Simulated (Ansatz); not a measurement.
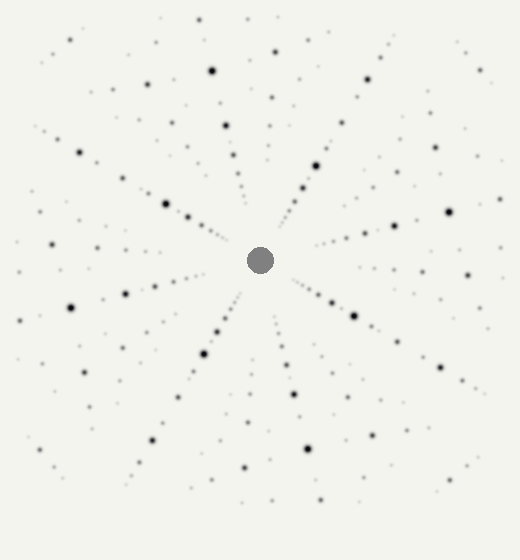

Simulated back-reflection Laue pattern (white X-rays, 0.45 to 2.2 Å, flat plate covering ±45° about the beam, kinematic intensities, seen from the source).

What symmetry does the pattern show?

4mm: a fourfold axis with mirror lines.

The crystal is Sr, space group Fm-3m (No. 225), a = 6.080 Å. Structure: the input geometry of an electronic-structure calculation (not necessarily at equilibrium).

Which direction points towards the source?

[001] or one equivalent to it by a rotation of the Laue group. In Laue class m-3m no other family of directions with a member of indices 0 and ±1 has this symmetry.
